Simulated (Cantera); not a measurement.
Input: 1 mol CuO, 0.52 mol NF3, 0.83 mol H2, held at 1.00 bar.

Equilibrium computed with Cantera from the NASA thermochemical tables; the gas is ideal and each condensed phase is pure. Candidate condensed phases: Cu, CuF2, CuO, Cu(OH)2, Cu2O, H2O; 45 gas species. Mutual solubility and eutectic melting of coexisting phases are not modelled. Rates play no part.

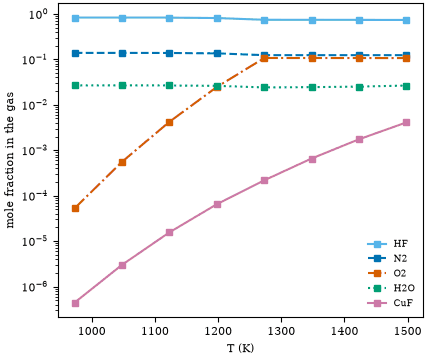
Figure. Equilibrium gas composition (values under 1e-9 drawn at 1e-9)

### Question
Read off the mole fractions at 973 K.

### Answer
HF about 0.83, N2 about 0.14, H2O about 0.027, O2 about 5.3e-5, CuF about 4.4e-7.
